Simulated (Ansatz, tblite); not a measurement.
# The cluster Si4N4O2: rung by rung, part 2 of 2

Aim: run the singlet of the cluster Si4N4O2 at one geometry on many levels, and compare frontier levels, spin and run time.

Ansatz 0.2.0, Gaussian basis; as each input shows.

**11. HF/6-31G**

The input, in.yaml:

```yaml
crystal:
  periodic: [false, false, false]
  atoms:
    - {symbol: Si, position_ang: [-1.108560, 0.075067, 0.418208]}
    - {symbol: Si, position_ang: [-1.541407, -2.214077, 0.020127]}
    - {symbol: Si, position_ang: [1.541299, 2.214143, -0.020386]}
    - {symbol: Si, position_ang: [1.108552, -0.075069, -0.418176]}
    - {symbol: N, position_ang: [2.423259, 0.866283, -0.664392]}
    - {symbol: N, position_ang: [-2.423102, -0.866395, 0.664851]}
    - {symbol: N, position_ang: [0.042526, 1.254885, 0.288343]}
    - {symbol: N, position_ang: [-0.042523, -1.254893, -0.288288]}
    - {symbol: O, position_ang: [-1.775816, -3.690771, -0.252838]}
    - {symbol: O, position_ang: [1.775772, 3.690828, 0.252560]}
basis:
  gaussian: {orbitals: 6-31G}
hamiltonian: {xc: hf}
scf: {omitted_lower_state_checks: [starts]}
output: {orbitals: {seedname: orbitals}}
```

The run is started by

```sh
$ ansatz run in.yaml --threads 4 --pin off --events-out ev --progress --plain --max-ram 4787MiB
```

Output:

```text
Functional definition: HF
  name "HF"
  cite "Fock, Z. Phys. 61, 126 (1930) doi:10.1007/BF01340294"
  parent pbe
  exchange = exact_x
  correlation = 0
these checks for a lower state are left out or cut short: starts
1240 factors; integrals over basis functions are off by at most 7.3e-5 eV
mean field evaluation 1: about -41419.5152 eV, gradient 7.8e1 eV
mean field evaluation 2: about -41419.9622 eV, gradient 7.8e1 eV
mean field evaluation 4: about -41433.8102 eV, gradient 9.9e0 eV
mean field evaluation 8: about -41434.1528 eV, gradient 9.7e-1 eV
mean field evaluation 16: about -41434.1595 eV, gradient 1.9e-5 eV
mean field -41434.15949824 eV, -1522.6772764784 hartree, gradient 1.9e-5 eV, S^2 0.000000; 0 other end points of the search recorded, 0 dependent functions left out
reference -41434.15949824 eV, -1522.6772764784 hartree; 50, 50 occupied and 56, 56 virtual orbitals, 1240 factors
Total energy: -41434.15949824 eV, -1522.6772764784 hartree
Checks for a lower state left out: starts
```

It took 0.9 s on 4 threads of Arm Neoverse V1, shared host.

Report: HOMO -12.10 eV, LUMO -1.06 eV.

**12. B3LYP-D4/6-31G**

in.yaml: that of step 11 with these lines changed.

```diff
@@ -15,3 +15,3 @@
   gaussian: {orbitals: 6-31G}
-hamiltonian: {xc: hf}
+hamiltonian: {xc: {name: B3LYP}, dispersion: d4}
 scf: {omitted_lower_state_checks: [starts]}
```

The command is unchanged.

Output, shortened:

```text
Functional definition: B3LYP
  name "B3LYP"
  cite "Stephens, Devlin, Chabalowski & Frisch, J. Phys. Chem. 98, 11623 (1994) doi:10.1021/j100096a001"
  cite "Becke, Phys. Rev. A 38, 3098 (1988) doi:10.1103/PhysRevA.38.3098"
  cite "Lee, Yang & Parr, Phys. Rev. B 37, 785 (1988) doi:10.1103/PhysRevB.37.785"
  cite "Vosko, Wilk & Nusair, Can. J. Phys. 58, 1200 (1980) doi:10.1139/p80-159"
[...]
1240 factors; integrals over basis functions are off by at most 7.3e-5 eV
[...]
mean field -41552.51357234 eV, -1527.0267084783 hartree, gradient 4.6e-5 eV, S^2 0.000000; 0 other end points of the search recorded, 0 dependent functions left out
reference -41552.51387932 eV, -1527.0267197596 hartree; 50, 50 occupied and 56, 56 virtual orbitals, 1240 factors
Total energy: -41553.37977842 eV, -1527.0585409647 hartree
Checks for a lower state left out: starts
```

Wall time 2.4 s (4 threads of Arm Neoverse V1, shared host).

HOMO -8.65 eV, LUMO -4.23 eV.

**13. PBE0-D4/def2-TZVPD**

in.yaml: that of step 12 with these lines changed.

```diff
@@ -14,4 +14,4 @@
 basis:
-  gaussian: {orbitals: 6-31G}
-hamiltonian: {xc: {name: B3LYP}, dispersion: d4}
+  gaussian: {orbitals: def2-TZVPD, initial_orbitals: start.molden}
+hamiltonian: {xc: pbe0, dispersion: d4}
 scf: {omitted_lower_state_checks: [starts]}
```

Launched as before.

Output:

```text
Functional definition: PBE0
  name "PBE0"
  cite "Adamo & Barone, J. Chem. Phys. 110, 6158 (1999) doi:10.1063/1.478522"
  cite "Perdew, Burke & Ernzerhof, Phys. Rev. Lett. 77, 3865 (1996) doi:10.1103/PhysRevLett.77.3865"
  parent pbe
  parameter a = 0.25
  parameter kappa = 0.804
  parameter beta = 0.06672455060314922
  exchange = (1 - a)*pbe_x(kappa = kappa, mu = beta*pi^2/3) + a*exact_x
  correlation = pbe_c(beta = beta)
these checks for a lower state are left out or cut short: starts
2268 factors; their error is unknown
mean field evaluation 1: about -41547.2955 eV, gradient 8.4e0 eV
mean field evaluation 2: about -41547.3685 eV, gradient 1.1e-1 eV
mean field evaluation 4: about -41547.4206 eV, gradient 2.7e-4 eV
mean field -41547.42056749 eV, -1526.8395440021 hartree, gradient 1.2e-5 eV, S^2 0.000000; 0 other end points of the search recorded, 0 dependent functions left out
reference -41547.42062377 eV, -1526.8395460704 hartree; 50, 50 occupied and 350, 350 virtual orbitals, 2268 factors
Total energy: -41547.87459998 eV, -1526.8562293885 hartree
Checks for a lower state left out: starts
```

It took 18 s on 4 threads of Arm Neoverse V1, shared host; peak memory 1.9 GiB.

HOMO -8.87 eV, LUMO -3.99 eV.

**14. PBE-D4/def2-TZVPD**

in.yaml: that of step 13 with these lines changed.

```diff
@@ -15,3 +15,3 @@
   gaussian: {orbitals: def2-TZVPD, initial_orbitals: start.molden}
-hamiltonian: {xc: pbe0, dispersion: d4}
+hamiltonian: {xc: pbe, dispersion: d4}
 scf: {omitted_lower_state_checks: [starts]}
```

Same command.

Output:

```text
Functional definition: PBE
  name "PBE"
  cite "Perdew, Burke & Ernzerhof, Phys. Rev. Lett. 77, 3865 (1996) doi:10.1103/PhysRevLett.77.3865"
  parent pbe
  parameter kappa = 0.804
  parameter beta = 0.06672455060314922
  exchange = pbe_x(kappa = kappa, mu = beta*pi^2/3)
  correlation = pbe_c(beta = beta)
these checks for a lower state are left out or cut short: starts
2184 factors; their error is unknown
mean field evaluation 1: about -41545.0825 eV, gradient 1.9e1 eV
mean field evaluation 2: about -41545.4835 eV, gradient 5.2e-1 eV
mean field evaluation 4: about -41545.4712 eV, gradient 1.7e-1 eV
mean field -41545.47124481 eV, -1526.7679077149 hartree, gradient 8.2e-5 eV, S^2 0.000000; 0 other end points of the search recorded, 0 dependent functions left out
reference -41545.47131749 eV, -1526.7679103859 hartree; 50, 50 occupied and 350, 350 virtual orbitals, 2184 factors
Total energy: -41546.00133124 eV, -1526.7873880321 hartree
Checks for a lower state left out: starts
```

It took 8.5 s on 4 threads of Arm Neoverse V1, shared host; peak memory 1 GiB.

From the report: HOMO -7.39 eV, LUMO -4.74 eV.

**15. B3LYP-D4/def2-TZVPD**

in.yaml: that of step 14 with these lines changed.

```diff
@@ -15,3 +15,3 @@
   gaussian: {orbitals: def2-TZVPD, initial_orbitals: start.molden}
-hamiltonian: {xc: pbe, dispersion: d4}
+hamiltonian: {xc: {name: B3LYP}, dispersion: d4}
 scf: {omitted_lower_state_checks: [starts]}
```

Launched as before.

Output, shortened:

```text
Functional definition: B3LYP
  name "B3LYP"
  cite "Stephens, Devlin, Chabalowski & Frisch, J. Phys. Chem. 98, 11623 (1994) doi:10.1021/j100096a001"
  cite "Becke, Phys. Rev. A 38, 3098 (1988) doi:10.1103/PhysRevA.38.3098"
  cite "Lee, Yang & Parr, Phys. Rev. B 37, 785 (1988) doi:10.1103/PhysRevB.37.785"
  cite "Vosko, Wilk & Nusair, Can. J. Phys. 58, 1200 (1980) doi:10.1139/p80-159"
[...]
2240 factors; their error is unknown
[...]
mean field -41573.14611758 eV, -1527.7849405304 hartree, gradient 8.4e-5 eV, S^2 0.000000; 0 other end points of the search recorded, 0 dependent functions left out
reference -41573.14647270 eV, -1527.7849535808 hartree; 50, 50 occupied and 350, 350 virtual orbitals, 2240 factors
Total energy: -41574.01237180 eV, -1527.8167747858 hartree
Checks for a lower state left out: starts
```

Wall time 20 s (4 threads of Arm Neoverse V1, shared host); peak memory 1.9 GiB.

Report: HOMO -8.60 eV, LUMO -4.22 eV.

**16. CCSD(T)/def2-SVP**

in.yaml: that of step 15 with these lines changed.

```diff
@@ -14,4 +14,4 @@
 basis:
-  gaussian: {orbitals: def2-TZVPD, initial_orbitals: start.molden}
-hamiltonian: {xc: {name: B3LYP}, dispersion: d4}
+  gaussian: {orbitals: def2-SVP, initial_orbitals: start.molden}
+correlation: {method: ccsd_t}
 scf: {omitted_lower_state_checks: [starts]}
```

The command is unchanged.

Output, shortened:

```text
Functional definition: HF
  name "HF"
  cite "Fock, Z. Phys. 61, 126 (1930) doi:10.1007/BF01340294"
  parent pbe
[...]
1478 factors; integrals over basis functions are off by at most 5.9e-4 eV
[...]
mean field -41431.89197100 eV, -1522.5939463893 hartree, gradient 4.7e-6 eV, S^2 0.000000; 0 other end points of the search recorded, 0 dependent functions left out
26 core orbitals not correlated: weight in the atoms' cores, before any rotation towards them, 1.000 or more for the frozen orbitals, at most 0.000 for the correlated occupied ones
reference -41431.89197100 eV, -1522.5939463893 hartree; 24, 24 occupied and 106, 106 virtual orbitals, 1478 factors
second order -36.94862124 eV of doubles, -0.00000000 eV of singles
cycle   1  -35.33175599 eV  change     1.6e0 eV  update   2.3e-1
[...]
cycle  12  -36.96153236 eV  change    4.3e-5 eV  update   2.2e-5
perturbative correction -1.67045106 eV, -0.0613879441 hartree
Total energy: -41470.52395442 eV, -1524.0136455943 hartree
Checks for a lower state left out: starts
```

Wall time 44 s (4 threads of Arm Neoverse V1, shared host); peak memory 1.3 GiB.

From the report: Hartree-Fock HOMO -12.02 eV, LUMO -0.43 eV; T1 0.024. Doubts: large T1 diagnostic.

**17. MP2/def2-TZVP**

in.yaml: that of step 16 with these lines changed.

```diff
@@ -14,4 +14,4 @@
 basis:
-  gaussian: {orbitals: def2-SVP, initial_orbitals: start.molden}
-correlation: {method: ccsd_t}
+  gaussian: {orbitals: def2-TZVP, initial_orbitals: start.molden}
+correlation: {method: mp2}
 scf: {omitted_lower_state_checks: [starts]}
```

The command is unchanged.

Output:

```text
Functional definition: HF
  name "HF"
  cite "Fock, Z. Phys. 61, 126 (1930) doi:10.1007/BF01340294"
  parent pbe
  exchange = exact_x
  correlation = 0
these checks for a lower state are left out or cut short: starts
2064 factors; integrals over basis functions are off by at most 1.2e-3 eV
mean field evaluation 1: about -41453.8503 eV, gradient 4.6e1 eV
mean field evaluation 2: about -41455.9395 eV, gradient 2.5e0 eV
mean field evaluation 4: about -41457.0344 eV, gradient 3.3e0 eV
mean field evaluation 8: about -41457.0573 eV, gradient 1.1e-3 eV
mean field -41457.05731668 eV, -1523.5187557854 hartree, gradient 1.6e-6 eV, S^2 0.000000; 0 other end points of the search recorded, 0 dependent functions left out
26 core orbitals not correlated: weight in the atoms' cores, before any rotation towards them, 1.000 or more for the frozen orbitals, at most 0.000 for the correlated occupied ones
reference -41457.05731668 eV, -1523.5187557854 hartree; 24, 24 occupied and 284, 284 virtual orbitals, 2064 factors
second order -45.82731343 eV of doubles, -0.00000000 eV of singles
Total energy: -41502.88463011 eV, -1525.2028784910 hartree
Checks for a lower state left out: starts
```

Wall time 13 s (4 threads of Arm Neoverse V1, shared host); peak memory 1.2 GiB.

Hartree-Fock HOMO -12.15 eV, LUMO -0.71 eV.

**18. RPA/def2-TZVP**

in.yaml: that of step 17 with these lines changed.

```diff
@@ -15,4 +15,4 @@
   gaussian: {orbitals: def2-TZVP, initial_orbitals: start.molden}
-correlation: {method: mp2}
+hamiltonian: {xc: pbe}
+correlation: {method: rpa}
 scf: {omitted_lower_state_checks: [starts]}
-output: {orbitals: {seedname: orbitals}}
```

Launched as before.

Output, shortened:

```text
Functional definition: PBE
  name "PBE"
  cite "Perdew, Burke & Ernzerhof, Phys. Rev. Lett. 77, 3865 (1996) doi:10.1103/PhysRevLett.77.3865"
  parent pbe
[...]
2064 factors; integrals over basis functions are off by at most 1.2e-3 eV
[...]
mean field -41545.38201988 eV, -1526.7646287592 hartree, gradient 8.1e-6 eV, S^2 0.000000; 0 other end points of the search recorded, 0 dependent functions left out
26 core orbitals not correlated: weight in the atoms' cores, before any rotation towards them, 1.000 or more for the frozen orbitals, at most 0.000 for the correlated occupied ones
reference -41452.74714410 eV, -1523.3603598644 hartree; 24, 24 occupied and 284, 284 virtual orbitals, 2064 factors
Total energy: -41522.40251300 eV, -1525.9201474575 hartree
Checks for a lower state left out: starts
```

Wall time 15 s (4 threads of Arm Neoverse V1, shared host); peak memory 1.1 GiB.

**19. Levels side by side**

```csv
level,functions,HOMO (eV),LUMO (eV),gap (eV),time
HF/6-31G,106,-12.10,-1.06,11.04,0.9 s
PBE-D4/def2-SVP,156,-7.07,-4.33,2.74,2 s
PBE-D4/def2-TZVP,334,-7.34,-4.67,2.67,7 s
PBE-D4/def2-TZVPD,400,-7.39,-4.74,2.65,8.5 s
BLYP-D4/def2-TZVP,334,-7.19,-4.56,2.63,5.5 s
r2SCAN-D4/def2-TZVP,334,-7.64,-4.50,3.14,12 s
B3LYP-D4/6-31G,106,-8.65,-4.23,4.42,2.4 s
B3LYP-D4/def2-TZVP,334,-8.55,-4.13,4.42,12 s
B3LYP-D4/def2-TZVPD,400,-8.60,-4.22,4.38,20 s
PBE0-D4/def2-SVP,156,-8.61,-3.62,4.99,3.4 s
PBE0-D4/def2-TZVP,334,-8.83,-3.90,4.93,15 s
PBE0-D4/def2-TZVPD,400,-8.87,-3.99,4.88,18 s
LC-ωPBE/def2-TZVP,334,-11.59,-1.70,9.89,8 s
```

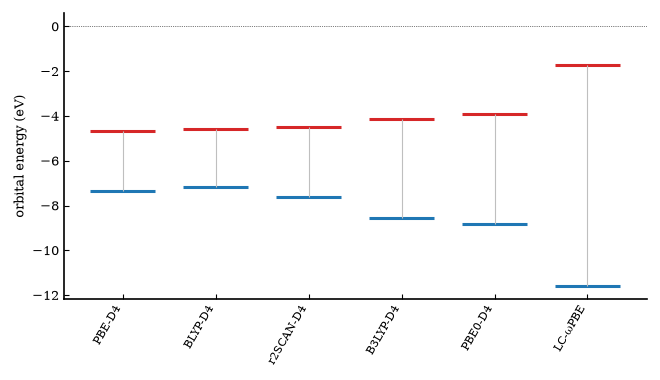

Highest filled (blue) and lowest empty (red) level in def2-TZVP.

Energy pieces by basis (eV):

```csv
basis,HF,MP2 correlation,CCSD correlation,(T),total
def2-SVP,-41431.8920,-36.9486,-36.9615,-1.6705,-41470.5240
def2-TZVP,-41457.0573,-45.8273,,,-41502.8846 (MP2)
```

**20. Binding energy**

Free atoms were run apart at each level; binding is atoms less cluster, divided by the number of atoms, without zero-point or spin-orbit terms.

```csv
level,binding an atom (eV)
HF/6-31G,0.715
HF/def2-SVP†,2.164
HF/def2-TZVP,2.376
PBE-D4/def2-SVP,4.599
PBE-D4/def2-TZVP,4.748
PBE-D4/def2-TZVPD,4.749
BLYP-D4/def2-TZVP,4.589
r2SCAN-D4/def2-TZVP,4.512
B3LYP-D4/6-31G,3.088
B3LYP-D4/def2-TZVP,4.454
B3LYP-D4/def2-TZVPD,4.457
PBE0-D4/def2-SVP,4.296
PBE0-D4/def2-TZVP,4.472
PBE0-D4/def2-TZVPD,4.474
LC-ωPBE/def2-TZVP,4.456
RPA/def2-TZVP,4.009
MP2/def2-SVP†,4.076
MP2/def2-TZVP,4.558
CCSD/def2-SVP†,3.637
CCSD(T)/def2-SVP†,3.781
```

† marks a level with a doubtful state (flagged, unstable or spin-contaminated).

**21. Outcome**

The summary covers parts 1 to 2.

```
                                                 quantity                                 value
gap in def2-TZVP, named functionals, smallest and largest  2.63 eV (BLYP-D4), 9.89 eV (LC-ωPBE)
                     correlation energy, CCSD(T)/def2-SVP                             -38.63 eV
                        correlation energy, MP2/def2-TZVP                             -45.83 eV
                binding an atom, functionals in def2-TZVP   4.45 (B3LYP-D4) to 4.75 eV (PBE-D4)
          PBE0 total energy, smallest basis above largest       24.59 eV (def2-SVP, def2-TZVPD)
```

What this shows: Orbital gaps of the named functionals in def2-TZVP span 2.63 eV (BLYP-D4) to 9.89 eV (LC-ωPBE); exact exchange widens it. Notes on CCSD(T)/def2-SVP: large T1 diagnostic.

The slowest run with a step of its own, CCSD(T)/def2-SVP, took 44 s; the quickest functional in def2-TZVP took 5.5 s (shared host).
